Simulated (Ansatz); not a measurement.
**Cl2GeH2O···HBr: density, localisation and related maps**

```xyz
8

Ge   -0.2661   -0.3164   -0.1033
Cl   -0.4090   -0.0803    2.0640
O     1.4023   -0.2332   -0.5661
H     1.8381    0.5907   -0.2203
Cl   -1.4086    1.2915   -0.9080
H    -0.8337   -1.6848   -0.4817
Br    2.0804    2.2939    1.3029
H     1.0627    1.4244    1.9184
```

Computed with Ansatz, RKS LDA/def2-SVP.

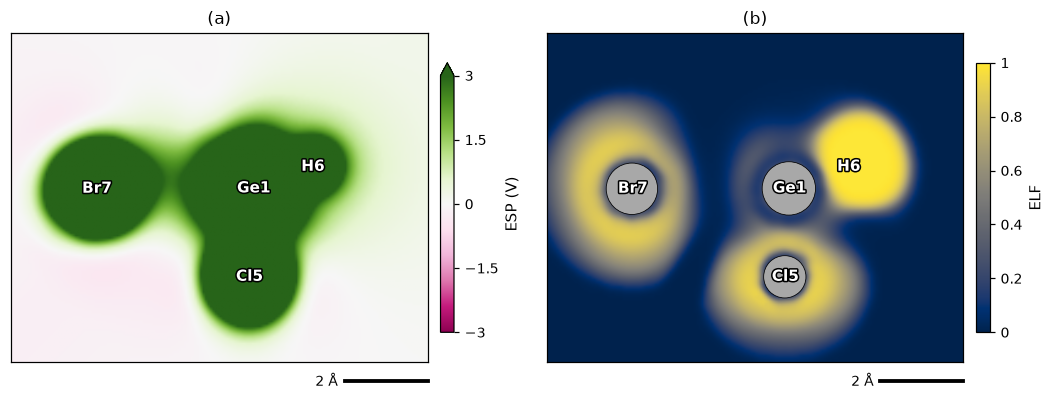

Figure 1. (a) molecular electrostatic potential; (b) electron localisation function on the plane of atoms Cl5, Ge1 and H6. Grey discs cover the atomic cores in the ELF map.

Interpret the plot.

The plane passes through Ge, Cl, H and Br nuclei. Ge–Cl (2.13 Å): the ELF peaks at about 0.80 in the valence shell of Cl, 0.8 Å from its nucleus, and is about 0.65 at the midpoint. Ge–H (1.53 Å): the ELF climbs to about 1 towards the hydrogen. The ELF also peaks beside Cl5 and Br7, away from the bonds: lone-pair regions. Outside the dense part of the complex the potential is most negative (−0.4 V) near Br7.

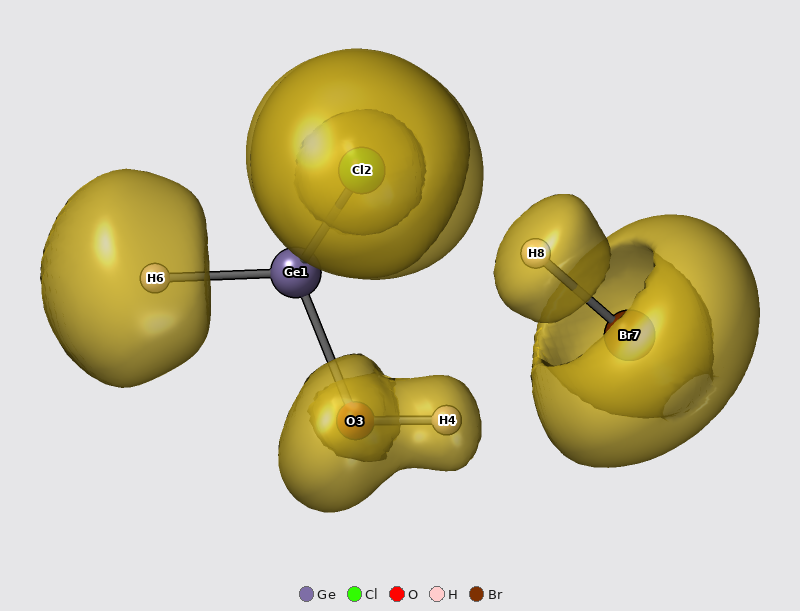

Figure 2. Isosurface of the electron localisation function at 0.75 (yellow), seen at a tilt. Only the valence region is drawn (cores and ρ < 0.01 e/Å³ removed).

Describe the localisation domains.

The surface consists of two regions around hydrogen nuclei, one ring or bowl of non-bonding electrons around Br, two regions wrapped around Cl (the valence shell of each) and one joined region spread over several atoms (H, O), in which their bonds and any lone pairs are merged. Profiles from the grid: Cl2···H8 (2.11 Å): the ELF dips to about 0.25 between them. Ge–O (1.73 Å): the ELF peaks at about 0.80 in the valence shell of O, 0.6 Å from its nucleus, and is about 0.30 at the midpoint.

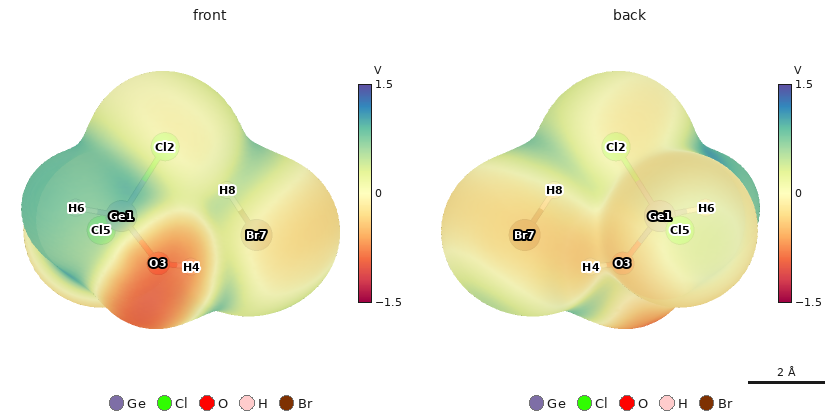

Figure 3. The electrostatic potential painted on the density surface at 0.001 e/bohr³, seen from the front and from behind; red is negative and blue positive.

Where is the surface potential most negative and most positive?

The most negative region (about −0.9 V) lies over O3, the most positive (about +1.0 V) over Ge1. Br7 shows a σ-hole: about +0.5 V at the tip opposite its bond, against about −0.2 V on its flanks.
